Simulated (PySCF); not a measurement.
Molecule: Hf(Cl)3(OSiH3), SMILES [SiH3][O][Hf]([Cl])([Cl])[Cl] (H₃Cl₃HfOSi). Atoms near the plane z = 1.0 Å, at the B3LYP/def2-SVP optimised geometry (x, y, z in Å): Si6 (-0.5, -0.3, 0.0), H7 (-1.0, 1.1, 0.0), H8 (1.0, -0.3, 0.0), H9 (-1.0, -1.1, 1.2).

Level of theory: B3LYP/def2-TZVP, def2 effective core potentials past Kr (PySCF). The core electrons that the potentials of Hf replace are not part of the density. The values are rescaled to run from 0 to 1.

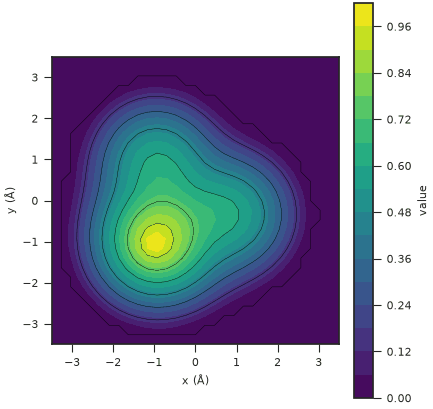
*a field on the plane z = 1.0 Å.*

Problem. Which quantity is mapped?
A. electron localisation function
B. log10 of the electron density
C. deformation density (molecule minus spherical neutral atoms)
D. an orbital amplitude

Solution. B, log10 of the electron density. In full: log10 of the electron density (e/bohr³), floored at −4.
